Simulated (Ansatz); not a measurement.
A relaxed structure of ZnS. These are r2SCAN (plane waves to 500 eV, PAW, scalar-relativistic; Ansatz, an electronic-structure program) values and carry that method's errors.

P6₃mc (No. 186), hP4, wurtzite type; a = b = 3.807 Å, c = 6.246 Å, α = β = 90.00°, γ = 120.00°.

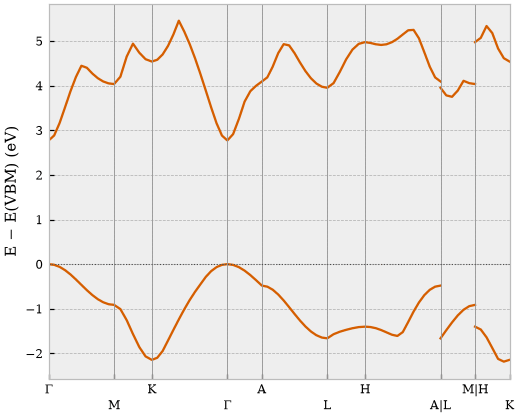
*Highest filled and lowest empty band along the path of this cell's Brillouin zone*

Question: Read off the gap and say whether it is direct.

Answer: 2.77 eV, direct at Γ (no spin-orbit coupling).

Question: How far does the top valence band disperse along this path?

Answer: About 2.2 eV.

No spin polarisation in the result.

The run could not lose the symmetry of its start; a randomly shaken copy of 4 atoms returns to this structure.
